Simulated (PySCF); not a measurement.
# AsOF₃: a ladder of methods

How much do the numbers for AsOF₃ (singlet) hang on the method? All levels run at one geometry, the PBE0 minimum.

Program: PySCF 2.14.0. Level of theory: several methods, basis As def2-TZVP, O def2-TZVP, F def2-TZVP, no relativity, density fitting. These are calculated values, not measurements.

### 1 The starting structure

5 atoms, charge 0, spin multiplicity 1.

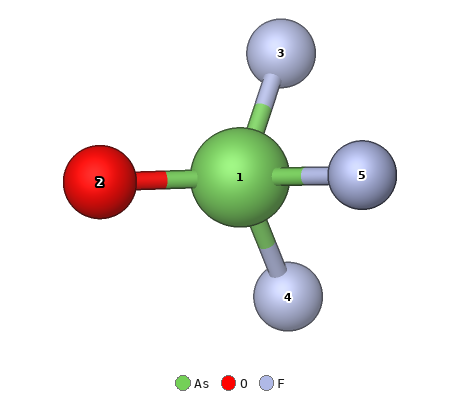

As it starts; arsenic green, oxygen red, fluorine light blue; atoms are numbered from 1 in the order of the file.

```xyz
5
charge 0 multiplicity 1
As    0.0000   -0.1110   -0.0785
O     0.0000   -1.4064   -0.9949
F     1.2808    0.1133    0.9859
F    -1.2808    0.1133    0.9859
F     0.0000    1.3944   -0.8252
```

### 2 PBE0

The steps are one call of a driver around PySCF; scf.py gives each level's set-up. Each SCF starts from the density of the minimum. The driver also runs the species with one electron less or more at the same geometry (one less: multiplicity 2, one more: multiplicity 2); their logs are not shown.

The input, scf.py:

```python
from pyscf import gto, scf, dft
mol = gto.M(atom='''
As    -0.000000    -0.110964    -0.078492
O     -0.000000    -1.406410    -0.994853
F      1.280801     0.113262     0.985894
F     -1.280801     0.113262     0.985894
F     -0.000000     1.394381    -0.825207''',
    basis={'As': 'def2-TZVP', 'O': 'def2-TZVP', 'F': 'def2-TZVP'},
    charge=0, spin=0)
mf = dft.RKS(mol, xc='PBE0')
mf.grids.atom_grid = (99, 590)
aux = {'As': 'def2-universal-JKFIT', 'O': 'def2-universal-JKFIT', 'F': 'def2-universal-JKFIT'}
mf = mf.density_fit(auxbasis=aux)
mf.kernel()
```

The log of the run:

```text
init E= -2610.20355012728
  HOMO = -0.377449534215418  LUMO = -0.0801589138299903  gap/eV = 8.08969
cycle= 1 E= -2610.20355014149  delta_E= -1.42e-08  |g|= 2.31e-05  |ddm|= 0.000169
  HOMO = -0.377453422642101  LUMO = -0.080160280299296  gap/eV = 8.08976
cycle= 2 E= -2610.20355014142  delta_E= 6.46e-11  |g|= 2.68e-05  |ddm|= 2.37e-05
  HOMO = -0.377445359878613  LUMO = -0.0801590296208872  gap/eV = 8.08957
Extra cycle  E= -2610.203550141  delta_E= 4.26e-10  |g|= 5.66e-05  |ddm|= 4.4e-05
converged SCF energy = -2610.203550141
```

This level, with the species of one electron less or more, needed 17 s of wall time on 8 threads, shared host.

- energy: -2610.203550 Eh
- one electron less (charge +1): -2609.734205 Eh (doublet, ⟨S²⟩ 0.75)
- one electron more (charge -1): -2610.195312 Eh (doublet, ⟨S²⟩ 0.75)
- Mulliken charge of As1: +1.34 e

### 3 HF

Changes to scf.py since step 2:

```diff
@@ -10,2 +10 @@
-mf = dft.RKS(mol, xc='PBE0')
-mf.grids.atom_grid = (99, 590)
+mf = scf.RHF(mol)
```

The log of the run, cut to the lines that bear on the results:

```text
[... the frontier levels of the middle cycles are left out ...]
init E= -2607.53374797864
  HOMO = -0.534711616570141  LUMO = 0.0892296993906143  gap/eV = 16.97831
cycle= 1 E= -2607.57836608376  delta_E= -0.0446  |g|= 0.118  |ddm|= 0.358
  HOMO = -0.532737410023535  LUMO = 0.0842135518292295  gap/eV = 16.78809
cycle= 2 E= -2607.58034159104  delta_E= -0.00198  |g|= 0.0368  |ddm|= 0.107
  HOMO = -0.537812134057804  LUMO = 0.0875867018186014  gap/eV = 17.01797
cycle= 3 E= -2607.58058916946  delta_E= -0.000248  |g|= 0.0179  |ddm|= 0.0316
cycle= 4 E= -2607.58064098845  delta_E= -5.18e-05  |g|= 0.00492  |ddm|= 0.0111
cycle= 5 E= -2607.58064504368  delta_E= -4.06e-06  |g|= 0.00116  |ddm|= 0.0037
cycle= 6 E= -2607.58064536413  delta_E= -3.2e-07  |g|= 0.000367  |ddm|= 0.00102
cycle= 7 E= -2607.58064541496  delta_E= -5.08e-08  |g|= 0.000137  |ddm|= 0.000366
cycle= 8 E= -2607.58064542556  delta_E= -1.06e-08  |g|= 6.22e-05  |ddm|= 0.000198
cycle= 9 E= -2607.58064542893  delta_E= -3.37e-09  |g|= 1.13e-05  |ddm|= 0.000169
cycle= 10 E= -2607.58064542903  delta_E= -1.09e-10  |g|= 2.08e-06  |ddm|= 3.14e-05
  HOMO = -0.534819290782261  LUMO = 0.0894135500371078  gap/eV = 16.98624
Extra cycle  E= -2607.58064542902  delta_E= 1.5e-11  |g|= 9.77e-07  |ddm|= 2.29e-06
converged SCF energy = -2607.58064542902
```

This level, with the species of one electron less or more, took 6.4 s.

| Quantity | Value |
| --- | --- |
| energy | -2607.580645 Eh |
| one electron less (charge +1) | -2607.166242 Eh (doublet, ⟨S²⟩ 0.76) |
| one electron more (charge -1) | -2607.526886 Eh (doublet, ⟨S²⟩ 0.76) |
| Mulliken charge of As1 | +1.73 e |

### 4 MP2

Changes to scf.py since step 3:

```diff
@@ -13,0 +14,2 @@
+from pyscf.mp import dfmp2
+dfmp2.DFMP2(mf, frozen=13).kernel()  # the driver gives MP2 a fitting basis of its own (RI)
```

The log of the run, cut to the lines that bear on the results:

```text
[... the frontier levels of the middle cycles are left out ...]
init E= -2607.53374797864
  HOMO = -0.53471161657014  LUMO = 0.089229699390593  gap/eV = 16.97831
cycle= 1 E= -2607.57836608376  delta_E= -0.0446  |g|= 0.118  |ddm|= 0.358
  HOMO = -0.532737410023504  LUMO = 0.0842135518291869  gap/eV = 16.78809
cycle= 2 E= -2607.58034159104  delta_E= -0.00198  |g|= 0.0368  |ddm|= 0.107
  HOMO = -0.537812134057807  LUMO = 0.0875867018186298  gap/eV = 17.01797
cycle= 3 E= -2607.58058916946  delta_E= -0.000248  |g|= 0.0179  |ddm|= 0.0316
cycle= 4 E= -2607.58064098845  delta_E= -5.18e-05  |g|= 0.00492  |ddm|= 0.0111
cycle= 5 E= -2607.58064504368  delta_E= -4.06e-06  |g|= 0.00116  |ddm|= 0.0037
cycle= 6 E= -2607.58064536414  delta_E= -3.2e-07  |g|= 0.000367  |ddm|= 0.00102
cycle= 7 E= -2607.58064541495  delta_E= -5.08e-08  |g|= 0.000137  |ddm|= 0.000366
cycle= 8 E= -2607.58064542556  delta_E= -1.06e-08  |g|= 6.22e-05  |ddm|= 0.000198
cycle= 9 E= -2607.58064542893  delta_E= -3.37e-09  |g|= 1.13e-05  |ddm|= 0.000169
cycle= 10 E= -2607.58064542904  delta_E= -1.08e-10  |g|= 2.08e-06  |ddm|= 3.14e-05
  HOMO = -0.534819290782301  LUMO = 0.0894135500370936  gap/eV = 16.98624
Extra cycle  E= -2607.58064542902  delta_E= 1.36e-11  |g|= 9.77e-07  |ddm|= 2.29e-06
converged SCF energy = -2607.58064542902
```

This level, with the species of one electron less or more, took 8.2 s.

* energy: -2608.835502 Eh
* one electron less (charge +1): -2608.349604 Eh (doublet, ⟨S²⟩ 0.76)
* one electron more (charge -1): -2608.813769 Eh (doublet, ⟨S²⟩ 0.76)
* MP2 correlation in its own fitting basis (same spin, opposite spin): -1.25486 Eh (-0.34897, -0.90589)

### 5 PBE

Changes to scf.py since step 4:

```diff
@@ -10 +10,2 @@
-mf = scf.RHF(mol)
+mf = dft.RKS(mol, xc='PBE')
+mf.grids.atom_grid = (99, 590)
@@ -14,2 +14,0 @@
-from pyscf.mp import dfmp2
-dfmp2.DFMP2(mf, frozen=13).kernel()  # the driver gives MP2 a fitting basis of its own (RI)
```

The log of the run, cut to the lines that bear on the results:

```text
[... the frontier levels of the middle cycles are left out ...]
init E= -2610.14839386379
  HOMO = -0.309387131432318  LUMO = -0.122348765231237  gap/eV = 5.08957
cycle= 1 E= -2610.15340816549  delta_E= -0.00501  |g|= 0.103  |ddm|= 0.228
  HOMO = -0.325955580467976  LUMO = -0.123207841729673  gap/eV = 5.51705
cycle= 2 E= -2610.14647692456  delta_E= 0.00693  |g|= 0.221  |ddm|= 0.204
  HOMO = -0.309940125824153  LUMO = -0.121514061050362  gap/eV = 5.12733
cycle= 3 E= -2610.15465988985  delta_E= -0.00818  |g|= 0.0625  |ddm|= 0.147
cycle= 4 E= -2610.15510155779  delta_E= -0.000442  |g|= 0.0295  |ddm|= 0.0456
cycle= 5 E= -2610.15525522965  delta_E= -0.000154  |g|= 0.00328  |ddm|= 0.0166
cycle= 6 E= -2610.15525660381  delta_E= -1.37e-06  |g|= 0.000465  |ddm|= 0.00199
cycle= 7 E= -2610.1552566398  delta_E= -3.6e-08  |g|= 9.81e-05  |ddm|= 0.000392
cycle= 8 E= -2610.15525664171  delta_E= -1.9e-09  |g|= 7.37e-06  |ddm|= 5.99e-05
cycle= 9 E= -2610.15525664171  delta_E= -3.64e-12  |g|= 2.05e-06  |ddm|= 5.1e-06
  HOMO = -0.314290813024033  LUMO = -0.12277770891145  gap/eV = 5.21134
Extra cycle  E= -2610.15525664171  delta_E= -1.82e-12  |g|= 4.07e-06  |ddm|= 3.11e-06
converged SCF energy = -2610.15525664171
```

This level, with the species of one electron less or more, took 34 s.

```
energy                        : -2610.155257 Eh
one electron less (charge +1) : -2609.687095 Eh (doublet, ⟨S²⟩ 0.75)
one electron more (charge -1) : -2610.148643 Eh (doublet, ⟨S²⟩ 0.75)
Mulliken charge of As1        : +1.20 e
```

### 6 r2SCAN

Changes to scf.py since step 5:

```diff
@@ -10 +10 @@
-mf = dft.RKS(mol, xc='PBE')
+mf = dft.RKS(mol, xc='R2SCAN')
```

The log of the run, cut to the lines that bear on the results:

```text
[... the frontier levels of the middle cycles are left out ...]
init E= -2610.67881343241
  HOMO = -0.3301046063679  LUMO = -0.114078224644203  gap/eV = 5.87838
cycle= 1 E= -2610.68025870981  delta_E= -0.00145  |g|= 0.023  |ddm|= 0.141
  HOMO = -0.330903159830697  LUMO = -0.10985353100741  gap/eV = 6.01507
cycle= 2 E= -2610.67997673875  delta_E= 0.000282  |g|= 0.0451  |ddm|= 0.0423
  HOMO = -0.327490766807395  LUMO = -0.110881869090157  gap/eV = 5.89423
cycle= 3 E= -2610.68031057359  delta_E= -0.000334  |g|= 0.0137  |ddm|= 0.0328
cycle= 4 E= -2610.68034459247  delta_E= -3.4e-05  |g|= 0.00141  |ddm|= 0.00793
cycle= 5 E= -2610.68034487276  delta_E= -2.8e-07  |g|= 0.000442  |ddm|= 0.00103
cycle= 6 E= -2610.68034490003  delta_E= -2.73e-08  |g|= 0.000234  |ddm|= 0.000347
cycle= 7 E= -2610.6803449061  delta_E= -6.08e-09  |g|= 2.34e-05  |ddm|= 9.54e-05
cycle= 8 E= -2610.68034490622  delta_E= -1.12e-10  |g|= 1.72e-06  |ddm|= 1.49e-05
  HOMO = -0.329296302041983  LUMO = -0.111902020171854  gap/eV = 5.91560
Extra cycle  E= -2610.68034490621  delta_E= 6.37e-12  |g|= 2.53e-06  |ddm|= 2.34e-06
converged SCF energy = -2610.68034490621
```

This level, with the species of one electron less or more, needed 55 s of wall time on 8 threads, shared host.

* energy: -2610.680345 Eh
* one electron less (charge +1): -2610.212245 Eh (doublet, ⟨S²⟩ 0.75)
* one electron more (charge -1): -2610.670525 Eh (doublet, ⟨S²⟩ 0.75)
* Mulliken charge of As1: +1.35 e

### 7 B3LYP

Changes to scf.py since step 6:

```diff
@@ -10 +10 @@
-mf = dft.RKS(mol, xc='R2SCAN')
+mf = dft.RKS(mol, xc='B3LYP')
```

The log of the run, cut to the lines that bear on the results:

```text
[... the frontier levels of the middle cycles are left out ...]
init E= -2610.86974648982
  HOMO = -0.366842049943127  LUMO = -0.0937319431794847  gap/eV = 7.43170
cycle= 1 E= -2610.87150399618  delta_E= -0.00176  |g|= 0.0637  |ddm|= 0.117
  HOMO = -0.361721861510379  LUMO = -0.0939492832277367  gap/eV = 7.28646
cycle= 2 E= -2610.8703884079  delta_E= 0.00112  |g|= 0.106  |ddm|= 0.0776
  HOMO = -0.369338617970064  LUMO = -0.0955105475586038  gap/eV = 7.45124
cycle= 3 E= -2610.87191795202  delta_E= -0.00153  |g|= 0.0186  |ddm|= 0.0582
cycle= 4 E= -2610.87198141474  delta_E= -6.35e-05  |g|= 0.00313  |ddm|= 0.0108
cycle= 5 E= -2610.87198288111  delta_E= -1.47e-06  |g|= 0.000436  |ddm|= 0.00181
cycle= 6 E= -2610.87198290053  delta_E= -1.94e-08  |g|= 6.05e-05  |ddm|= 0.000235
cycle= 7 E= -2610.87198290111  delta_E= -5.78e-10  |g|= 2.03e-05  |ddm|= 4.39e-05
  HOMO = -0.367591375870181  LUMO = -0.0955309443911787  gap/eV = 7.40314
Extra cycle  E= -2610.87198290109  delta_E= 1.64e-11  |g|= 2.37e-05  |ddm|= 2.27e-05
converged SCF energy = -2610.87198290109
```

This level, with the species of one electron less or more, took 28 s.

| Item | Value |
| --- | --- |
| energy | -2610.871983 Eh |
| one electron less (charge +1) | -2610.398212 Eh (doublet, ⟨S²⟩ 0.75) |
| one electron more (charge -1) | -2610.869765 Eh (doublet, ⟨S²⟩ 0.75) |
| Mulliken charge of As1 | +1.37 e |

### 8 The ladder

| level | atomisation energy (kJ/mol) | vertical ionisation energy (eV) | vertical electron affinity (eV) | −ε(HOMO) (eV) | gap (eV) | dipole (D) | wall time |
| --- | --- | --- | --- | --- | --- | --- | --- |
| PBE0 | 1621 | 12.77 | -0.22 | 10.27 | 8.09 | 1.27 | 17 s |
| HF | 881 | 11.28 | -1.46 | 14.55 | 16.99 | 1.51 | 6.4 s |
| MP2 | 1732 | 13.22 | -0.59 | – | – | – | 8.2 s |
| PBE | 1753 | 12.74 | -0.18 | 8.55 | 5.21 | 1.18 | 34 s |
| r2SCAN | 1678 | 12.74 | -0.27 | 8.96 | 5.92 | 1.23 | 55 s |
| B3LYP | 1618 | 12.89 | -0.06 | 10.00 | 7.40 | 1.23 | 28 s |

Times are for 8 threads, shared host; PBE0 starts from its own converged density, so its time is not comparable. A dash stands where a species or a free atom was not run at that level, or the quantity is not defined.

Atomisation goes to high-spin atoms in their ground configurations, run at the same level, without zero-point energy.

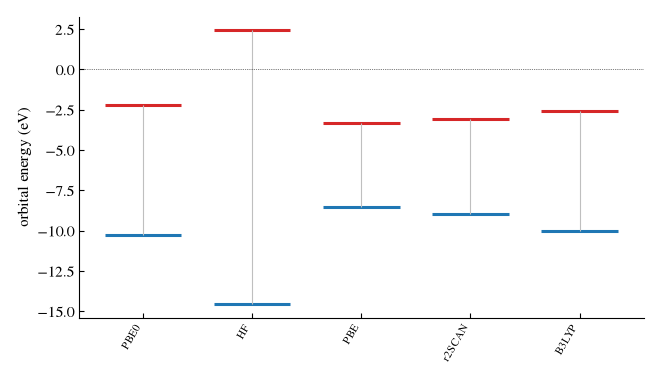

Highest occupied (blue) and lowest empty (red) levels by method.

### 9 Summary of results

```
                         quantity                          value
        atomisation energy, range  881 (HF) to 1753 (PBE) kJ/mol
vertical ionisation energy, range   11.28 (HF) to 13.22 (MP2) eV
       vertical electron affinity         negative in this basis
               orbital gap, range    5.21 (PBE) to 16.99 (HF) eV
```

**Reading.** The atomisation energy spreads over 873 kJ/mol, from HF to PBE; without a CCSD(T) value for it there is no yardstick here. A negative electron affinity (at every level) reflects the basis more than the molecule, so no ranking is made on it; without diffuse functions even a bound anion can come out this way.
